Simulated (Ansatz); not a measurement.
Geometry optimisation.

Program: Ansatz.

```
crystal:
  lattice:
    - [4.28905654, 0.0, 0.0]
    - [0.0, 4.28905654, 0.0]
    - [0.0, 0.0, 6.06564193]
  atoms:
    - { symbol: K, position: [0.0, 0.0, 0.0] }
    - { symbol: Nb, position: [0.5, 0.5, 0.5] }
    - { symbol: C, position: [0.5, 0.0, 0.25] }
    - { symbol: C, position: [0.0, 0.5, 0.75] }
    - { symbol: C, position: [0.5, 0.0, 0.75] }
    - { symbol: C, position: [0.0, 0.5, 0.25] }
basis:
  ecutwfc: 420
kpoints:
  mp_grid: { grid: [4, 4, 4] }
hamiltonian:
  xc: pbe
scf:
  occupations: { method: gaussian, width: 0.1 }
  lower_state_search: "off"
output:
  forces: true
  stress: true
  eigenvalues: true
relax:
  adjacent_minimum: "off"
  f_tol: 0.04
  max_steps: 70
  cell: { stress_tol: 0.4 }
```

Run as:
```bash
ansatz run input.yaml --threads 1 --pin off --max-ram 2048MiB --backend cpu --events-out ev --progress --plain --runs-dir out
```

Question: How does the optimisation go?

Answer: The optimisation met its thresholds at geometry 11, counting the start as the first. The energy fell by about 2400 meV/atom from the first step to the last. Step 7 went uphill and was rejected by the line search. The largest force component goes from about 2.9 eV/Å at the start to 1.2 × 10⁻⁴ eV/Å at the end, with a peak of 4.6 eV/Å at step 4. The volume shrinks from 18.6 to 17.3 Å³ per atom (−7 %), overshooting to 14.6 at step 5, as the pressure goes from −18 GPa to about 0 GPa.

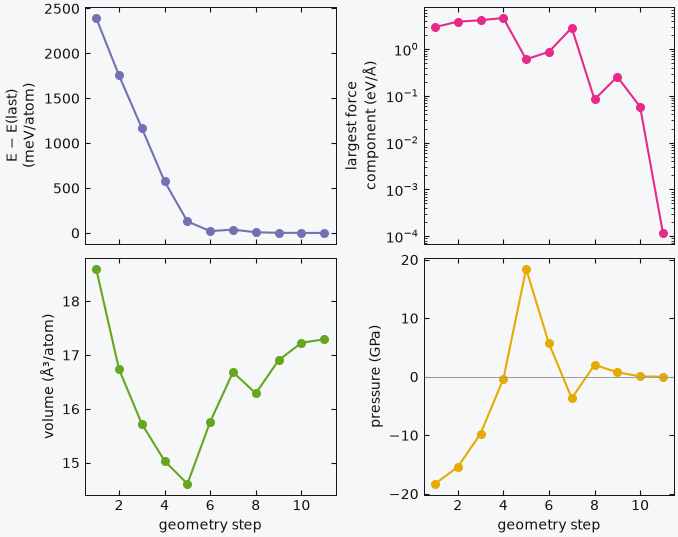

History of the run, step by step. Atoms and cell relax. A closing SCF on a freshly chosen basis isn't drawn.
